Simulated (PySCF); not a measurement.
# SnH₄: the energy surface near the minimum

How stiff is SnH₄ (singlet) against rigid distortions? The scans start from its r2SCAN minimum.

Method: r2SCAN, basis Sn def2-TZVP with ECP28, H def2-TZVP, scalar-relativistic core potentials, no spin–orbit coupling, density fitting; program: PySCF 2.14.0.

**1. Where the work starts**

5 atoms, charge 0, spin multiplicity 1.

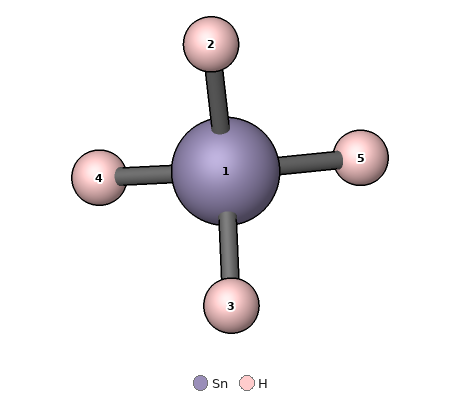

As it starts; tin purple, hydrogen pink; atoms are numbered from 1 in the order of the file.

Z-matrix (Å, degrees; charge 0 multiplicity 1):
```
Sn
H  1 1.7023
H  1 1.7023 2 109.47
H  1 1.7023 2 109.47 3 120.00
H  1 1.7023 2 109.47 3 -120.00
```

**2. Fields at the lowest minimum**

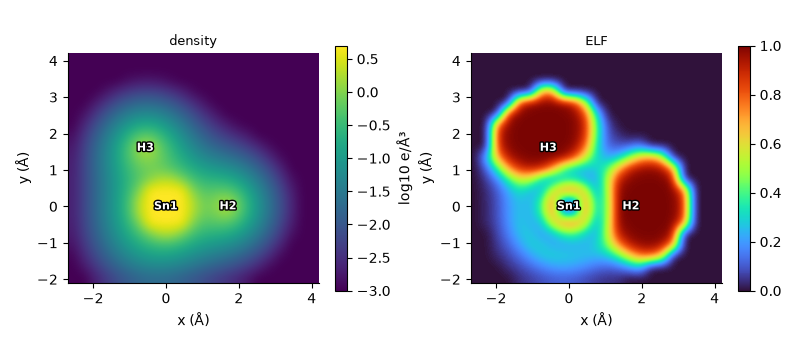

The plane holds Sn1 at (0.00, 0.00), H2 at (1.70, 0.00), H3 at (-0.57, 1.60) Å. ELF is set to 0 where the density is under 0.005 e/Å³; an orbital's overall sign is arbitrary. Electrons inside core potentials are absent.

The fields below are evaluated on a grid from the run's orbitals.

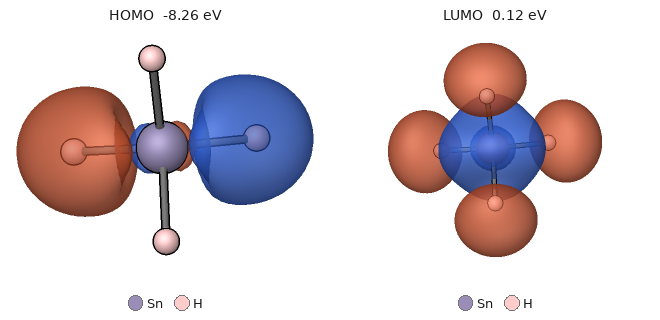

r2SCAN orbitals near the gap, drawn at the value that encloses 70 % of each; the two colours are the two signs.

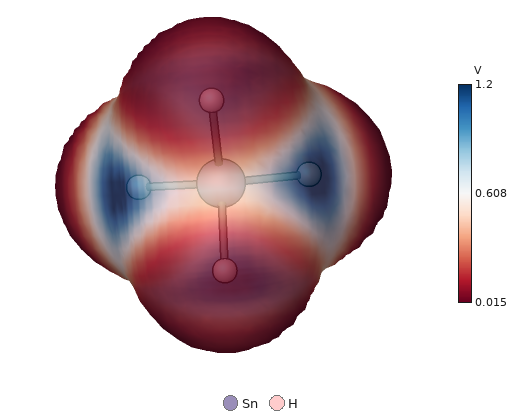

Electrostatic potential on the surface of density 0.002 e/bohr³; red is low, blue high. It runs, from the 1st to the 99th percentile, from 0.01 to 1.20 V.

Making the fields took 1.2 s on 2 threads of Arm Neoverse V1, shared host.

**3. Breathing scan**

One driver script runs all scans and calls PySCF for each point, on a (75, 302) grid.

Started as:

```console
> OMP_NUM_THREADS=2 python axn.py task.json out
```

A rigid scan with r2SCAN: all bonds to the central atom are scaled together. Each point starts from its neighbour's orbitals, and energies count from the minimum.

```csv
scale of all bonds to the centre,energy (kJ/mol)
0.88,152.5
0.92,61.2
0.96,13.9
1.00,0.0
1.04,11.4
1.08,41.6
1.14,111.3
1.22,231.0
1.35,446.3
```

The scan took 14 s.

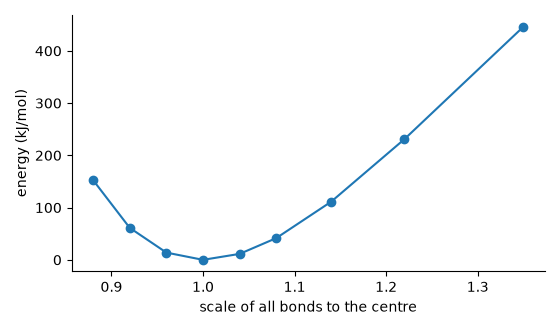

Energy along the scan.

**4. Stretching one bond**

A rigid scan with r2SCAN: the bond from Sn to the last atom (H) is scaled and the rest held.

| scale of one bond | energy (kJ/mol) | dipole size (D) |
| --- | --- | --- |
| 0.92 | 15.2 | 0.24 |
| 0.96 | 3.4 | 0.12 |
| 1.00 | 0.0 | 0.00 |
| 1.05 | 4.4 | 0.16 |
| 1.12 | 21.5 | 0.38 |
| 1.20 | 50.7 | 0.64 |
| 1.35 | 116.4 | 1.13 |
| 1.55 | 203.5 | 1.73 |
| 1.80 | 293.3 | 2.34 |
| 2.20 | 387.6 | 2.94 |

The scan took 17 s.

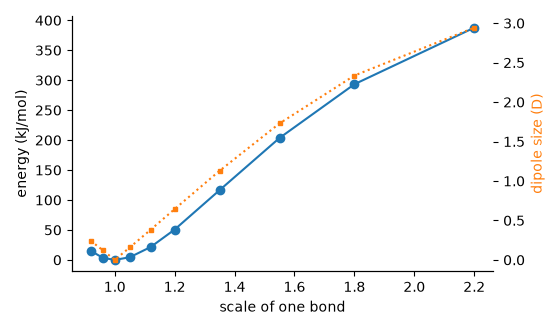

Energy (circles) and dipole moment (squares) along the scan.

A restricted determinant lies too high at long bonds, where the pair should uncouple.

**5. From tetrahedral to square planar**

A rigid scan with r2SCAN: D2d path, angle between each bond and the S4 axis (54.74 tetrahedral, 90 square planar), bonds fixed.

```csv
angle of the bonds to the S4 axis (°),energy (kJ/mol)
45.0,36.8
50.0,8.3
54.7,0.0
60.0,9.7
66.0,43.5
72.0,100.4
78.0,178.7
84.0,273.3
90.0,349.4
```

The scan took 13 s.

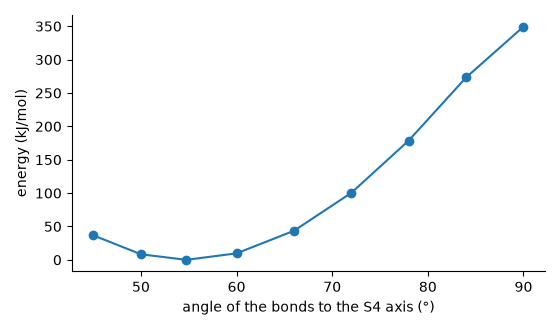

Energy along the scan.

**6. Outcome**

| quantity | value |
| --- | --- |
| all bonds 4 % longer | 11.4 kJ/mol |
| one bond 20 % longer | 50.7 kJ/mol |
| square planar shape, bonds held | 349.4 kJ/mol |

What this shows: The well is lopsided, 13.9 kJ/mol for 4 % shorter bonds against 11.4 for 4 % longer ones. Held rigid otherwise, the square planar shape costs 349 kJ/mol.
